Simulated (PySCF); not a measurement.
# As2 (SMILES [As]#[As]) at 3 levels

Aim: a comparison of 3 runs (MN12-SX-D4/def2-mTZVPP, CCSD(T)/aug-pc-1) of As2. 

The results are computed with PySCF 2.14.0.

7 further runs of the same task are left out: 1 that didn't finish, 6 set aside as unsound or not needed.

## 1. The structure to begin with

The species is As2 (2 atoms), meant as a singlet with charge 0. SMILES: `[As]#[As]`. The shape is that of a PBE0-D4/def2-TZVP optimisation.

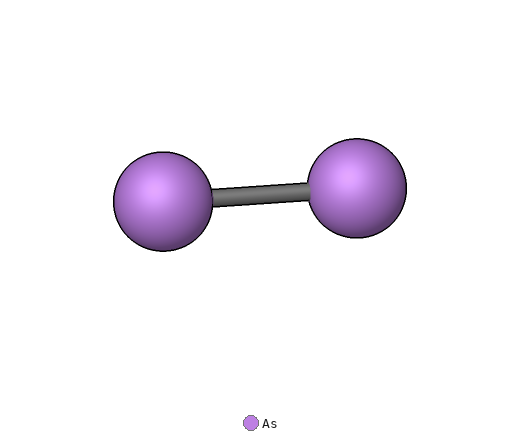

The structure, seen from a chosen angle (arsenic purple).

## 2. Localised orbitals at MN12-SX-D4/def2-mTZVPP (run 1)

The input, mol.sdf:

```

     RDKit          3D

  2  1  0  0  0  0  0  0  0  0999 V2000
    0.0000    0.0000    0.0025 As  0  0  0  0  0  3  0  0  0  0  0  0
    0.0000    0.0000    2.0915 As  0  0  0  0  0  3  0  0  0  0  0  0
  2  1  3  0
M  END
$$$$
```

The input, input.py:

```python
import numpy
from pyscf import gto, dft, lo
from rdkit import Chem

rd = Chem.MolFromMolFile('mol.sdf', removeHs=False, sanitize=False)
xyz = rd.GetConformer().GetPositions()
geom = [(a.GetSymbol(), tuple(x)) for a, x in zip(rd.GetAtoms(), xyz)]
for s, x in geom:
    print('%-2s %12.6f %12.6f %12.6f' % (s, *x))

mol = gto.Mole()
mol.atom = geom
mol.max_memory = 1860
mol.basis = 'def2-mtzvpp'
mol.verbose = 4
mol.build()

myscf = dft.RKS(mol, xc='mn12-sx')
myscf.disp = 'd4'
myscf.kernel()

e_final = myscf.e_tot
print('Final energy', e_final)
occ = myscf.mo_coeff[:, 18:mol.nelec[0]]
loc = lo.PM(mol, occ).kernel()
r1 = numpy.einsum('xij,ip,jp->px', mol.intor('int1e_r'), loc, loc)
spread = numpy.einsum('ij,ip,jp->p', mol.intor('int1e_r2'), loc, loc) - (r1 ** 2).sum(1)
centres = r1 * 0.529177
print('orbital  centre (A)  spread (bohr^2)')
for i, (c, s) in enumerate(zip(centres, spread), 1):
    print('%3d %9.4f %9.4f %9.4f %9.4f' % (i, *c, s))
```

Run with:

```bash
$ OMP_NUM_THREADS=1 python input.py
```

Log:

```text
As     0.000000     0.000000     0.002500
As     0.000000     0.000000     2.091500

PySCF version 2.14.0

[INPUT] num. atoms = 2
[INPUT] num. electrons = 66
[INPUT] charge = 0
[INPUT] spin (= nelec alpha-beta = 2S) = 0
[INPUT] symmetry False subgroup None
[INPUT] Mole.unit = angstrom
[INPUT] Symbol           X                Y                Z      unit          X                Y                Z       unit  Magmom
[INPUT]  1 As     0.000000000000   0.000000000000   0.002500000000 AA    0.000000000000   0.000000000000   0.004724315311 Bohr   0.0
[INPUT]  2 As     0.000000000000   0.000000000000   2.091500000000 AA    0.000000000000   0.000000000000   3.952362189528 Bohr   0.0

[... 57 lines left out ...]
converged SCF energy = -4470.79111483296
Final energy -4470.791114832962
[... 32 lines left out ...]
 15    0.0000    0.3364    1.0470    6.8697
```

It took 9 s on 1 thread of AMD EPYC 9R45 (Zen 5), shared host; peak memory 0.29 GiB.

## 3. The energy at CCSD(T)/aug-pc-1 (run 2)

mol.sdf is that of step 2.

The input, calc.py:

```python
# As2
from pyscf import gto, scf, cc
from rdkit import Chem

rd = Chem.MolFromMolFile('mol.sdf', removeHs=False, sanitize=False)
xyz = rd.GetConformer().GetPositions()
geom = [(a.GetSymbol(), tuple(x)) for a, x in zip(rd.GetAtoms(), xyz)]
for s, x in geom:
    print('%-2s %12.6f %12.6f %12.6f' % (s, *x))

mol = gto.M(
    atom=geom,
    verbose=4,
    charge=0,
    spin=0,
    max_memory=1860,
    basis='aug-pc-1',
)

myscf = scf.RHF(mol)
myscf.kernel()

mycc = cc.CCSD(myscf, frozen=18)
mycc.kernel()
e_t = mycc.ccsd_t()
e_final = mycc.e_tot + e_t
print(f'total energy: {e_final:.8f} hartree')
```

Run with:

```bash
$ OMP_NUM_THREADS=1 python calc.py
```

Log:

```text
As     0.000000     0.000000     0.002500
As     0.000000     0.000000     2.091500

PySCF version 2.14.0

[INPUT] num. atoms = 2
[INPUT] num. electrons = 66
[INPUT] charge = 0
[INPUT] spin (= nelec alpha-beta = 2S) = 0
[INPUT] symmetry False subgroup None
[INPUT] Mole.unit = angstrom
[INPUT] Symbol           X                Y                Z      unit          X                Y                Z       unit  Magmom
[INPUT]  1 As     0.000000000000   0.000000000000   0.002500000000 AA    0.000000000000   0.000000000000   0.004724315311 Bohr   0.0
[INPUT]  2 As     0.000000000000   0.000000000000   2.091500000000 AA    0.000000000000   0.000000000000   3.952362189528 Bohr   0.0

[... 42 lines left out ...]
converged SCF energy = -4468.18851172645
[... 12 lines left out ...]
Init t2, MP2 energy = -4468.42268015784  E_corr(MP2) -0.234168431391015
[... 11 lines left out ...]
CCSD converged
[... 2 lines left out ...]
total energy: -4468.44693759 hartree
```

It took 3.6 s on 1 thread of AMD EPYC 9R45 (Zen 5), shared host; peak memory 0.25 GiB.

## 4. The energy at CCSD(T)/aug-pc-1 (Cartesian functions) (run 3)

mol.sdf is that of step 3.

The input, calc.py:

```python
from pyscf import gto, cc
from rdkit import Chem

rd = Chem.MolFromMolFile('mol.sdf', removeHs=False, sanitize=False)
xyz = rd.GetConformer().GetPositions()
geom = [(a.GetSymbol(), tuple(x)) for a, x in zip(rd.GetAtoms(), xyz)]
for s, x in geom:
    print('%-2s %12.6f %12.6f %12.6f' % (s, *x))

system = gto.M(
    atom=geom,
    spin=0,
    symmetry=True,
    cart=True,
    max_memory=1860,
    verbose=4,
    basis='aug-pc-1',
    charge=0,
)

calc0 = system.RHF()
calc0.diis_space = 4
calc0.kernel()

mycc = cc.CCSD(calc0, frozen=18)
mycc.kernel()
e_t = mycc.ccsd_t()
e_tot = mycc.e_tot + e_t
print('Final energy', e_tot)
```

Run with:

```bash
$ OMP_NUM_THREADS=1 python calc.py
```

Log:

```text
As     0.000000     0.000000     0.002500
As     0.000000     0.000000     2.091500

WARN: This version does not support symmetry Dooh for cartesian GTO basis. Its subgroup D2h is used

PySCF version 2.14.0

[... 68 lines left out ...]
converged SCF energy = -4468.19429539556
[... 12 lines left out ...]
Init t2, MP2 energy = -4468.43174099435  E_corr(MP2) -0.237445598782047
[... 11 lines left out ...]
CCSD converged
[... 2 lines left out ...]
Final energy -4468.4563475693685
```

Wall time 3.9 s (1 thread of AMD EPYC 9R45 (Zen 5), shared host); peak memory 0.3 GiB.

## 5. Overview of the runs

```tsv
run	level	task	integration grid	energy (Eh)	dipole moment (D) of the reference	HOMO energy (eV)	LUMO energy (eV)	wall time
1	MN12-SX-D4/def2-mTZVPP	localise	3	-4470.791115	0.00	-7.18	-3.15	9 s
2	CCSD(T)/aug-pc-1	energy	–	-4468.446938	0.00	-9.42	0.03	3.6 s
3	CCSD(T)/aug-pc-1 (Cartesian functions)	energy	–	-4468.456348	0.00	-9.41	0.03	3.9 s
```

## 6. Results

| quantity | value |
| --- | --- |
| run 3: total energy | -4468.45635 Eh |
| run 3: dipole moment (Hartree–Fock density) | 0.00 D |
| run 3: HOMO energy (Hartree–Fock orbitals) | -9.41 eV |
| run 3: LUMO energy (Hartree–Fock orbitals) | 0.03 eV |
| run 3: HOMO–LUMO gap (Hartree–Fock orbitals) | 9.44 eV |
| run 3: correlation energy (18 core orbitals frozen) | -262.1 mEh |
| run 3: (T) correction | -14.46 mEh |
| run 3: T1 diagnostic | 0.010 |

All runs together took 17 s, the longest 9 s.
